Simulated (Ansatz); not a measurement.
**Pressure series in VN**

The reference is VN in the rock salt structure (space group Fm-3m, No. 225; a = 4.117 Å).

Cell and atoms are relaxed at each pressure.

The values are results of PBE (Ansatz, a program for electronic structure; PAW; 420 eV plane waves; no spin-orbit coupling), earlier PAW set, not measurements.

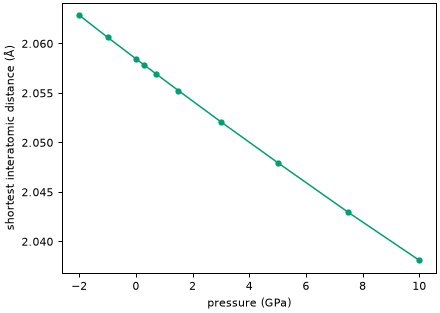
Fig. 1. Shortest interatomic distance against pressure

Problem. From the plot, what is the shortest interatomic distance for pressure 7.5 GPa?

Solution. About 2.043 Å.

Problem. Is the trend monotonic over the range shown?

Solution. Yes, it falls throughout, spanning 2.038 Å to 2.063 Å.

Load acts through the strain it causes; cell and atoms are relaxed under it. Whether these cells are dynamically stable was not tested. Competing high-pressure phases were not computed. Seeded moments were not kept for the base. All final runs are without spin polarisation.
